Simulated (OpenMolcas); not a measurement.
A ladder of methods for AlHCl2 (SMILES [Cl][AlH][Cl])

AlHCl2 has 4 atoms, charge 0, and is taken as a singlet. SMILES: `[Cl][AlH][Cl]`. Geometry: a GFN2-xTB relaxation, a rough one for these elements and not checked as a minimum.

```jsonl
{"atom": "Cl", "x (Å)": "-1.2355", "y (Å)": "0.6985", "z (Å)": "1.3817"}
{"atom": "Al", "x (Å)": "0.0743", "y (Å)": "0.0537", "z (Å)": "-0.0186"}
{"atom": "Cl", "x (Å)": "-0.1211", "y (Å)": "-1.6803", "z (Å)": "-1.0423"}
{"atom": "H", "x (Å)": "1.2823", "y (Å)": "0.9281", "z (Å)": "-0.3208"}
```

Each level gives the energy change with the Al2–H4 bond stretched from 1.522 to 3.043 Å (eV). The values are calculated.

```csv
level,kind,program,value (eV),less FCI/STO-3G,CPU time (all runs)
HF/STO-3G (restricted),Hartree–Fock,OpenMolcas,7.96,+3.37,3.1 s
SVWN5/STO-3G (restricted),LDA,OpenMolcas,5.61,+1.02,7.7 s
PBE/STO-3G (restricted),GGA,OpenMolcas,5.43,+0.84,8.3 s
r2SCAN/STO-3G (restricted),meta-GGA,OpenMolcas,5.84,+1.25,10 s
B3LYP/STO-3G (restricted),global hybrid,OpenMolcas,5.91,+1.32,7.8 s
B2PLYP/STO-3G (restricted),double hybrid,OpenMolcas,5.96,+1.37,6.8 s
MP2/STO-3G (restricted),perturbation theory,OpenMolcas,6.10,+1.51,3.3 s
"MRCI(2,2)/STO-3G",multireference,OpenMolcas,4.60,+0.01,3.5 s
CISD/STO-3G (restricted),coupled cluster or CI,OpenMolcas,4.84,+0.25,3.5 s
FCI/STO-3G,exact in the basis,OpenMolcas,4.59,0.00,3.2 min
```

FCI/STO-3G is exact within its basis and frozen core, so for wave-function methods in that basis the difference is their error; functionals converge differently with the basis, so for them it is only a difference. Spin-restricted single references rise too steeply as a bond breaks, Hartree–Fock most of all. Perturbation and coupled-cluster corrections on them can overshoot downwards. The first shape isn't each level's own minimum. The values span 4.59 to 7.96 eV. All rows use very small basis sets, so even the best lies far from the true value. CPU times are rough (shared hosts, several kinds of processor): they show what a rung costs within a factor of a few.

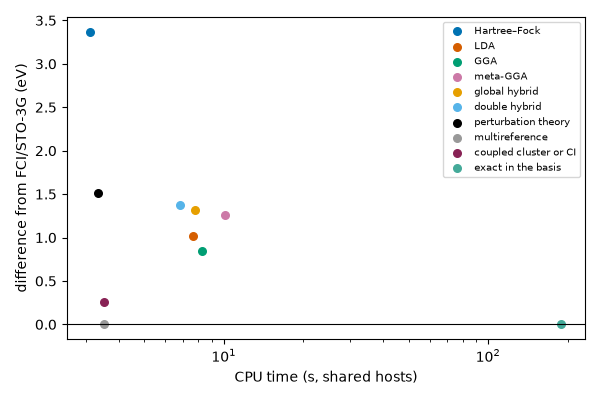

Difference from FCI/STO-3G against processor time, one point a level.
